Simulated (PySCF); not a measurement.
System: C₁₁H₁₄.

```xyz
25

C     3.1925    0.6900    0.4582
C     1.7242    0.9941    0.2067
C     0.7986   -0.1819    0.4964
C     1.0423   -1.4284   -0.3766
C    -0.3038   -2.1634   -0.4285
C    -1.3014   -1.0485   -0.2630
C    -2.6656   -1.0357   -0.5380
C    -3.4005    0.1241   -0.2827
C    -2.7752    1.2537    0.2471
C    -1.4066    1.2389    0.5270
C    -0.6722    0.0850    0.2685
H     3.3597    0.3712    1.5000
H     3.8230    1.5734    0.2764
H     3.5583   -0.1168   -0.1957
H     1.4189    1.8535    0.8274
H     1.5753    1.3086   -0.8416
H     0.9298   -0.4638    1.5613
H     1.8659   -2.0596   -0.0125
H     1.3106   -1.0923   -1.3936
H    -0.4472   -2.7425   -1.3537
H    -0.3968   -2.8771    0.4105
H    -3.1572   -1.9187   -0.9555
H    -4.4707    0.1492   -0.5027
H    -3.3590    2.1573    0.4394
H    -0.9237    2.1286    0.9397
```

Geometry: PBE0-D3(BJ)/def2-SVP.

The calculation used PySCF 2.14.0, PBE0/pcSseg-1, SCF density, gas phase, non-relativistic.

Q: What will maps of the electron density and electron localisation function show?

A: C–C (1.39 Å): the density is about 2.1 e/Å³ at the midpoint; the ELF peaks at about 0.95 between the atoms, as expected for localised, covalent bonding.
C–H (1.09 Å): ρ at the midpoint is about 2 e/Å³; the ELF climbs to about 1 towards the hydrogen, as it does in any bond to H: an ordinary covalent bond to hydrogen.
C–C (1.51 Å): ρ is about 1.7 e/Å³ halfway; the ELF peaks at about 0.95 between the atoms; localised, covalent bonding.

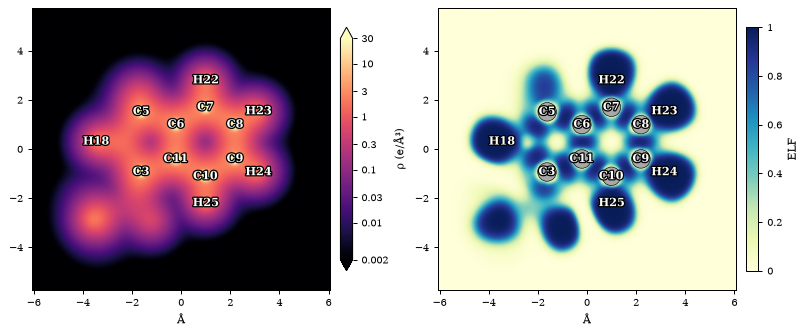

Computed electron density and electron localisation function on the plane of atoms C10, C9 and H24, in this order. Grey discs cover the atomic cores in the ELF map. 
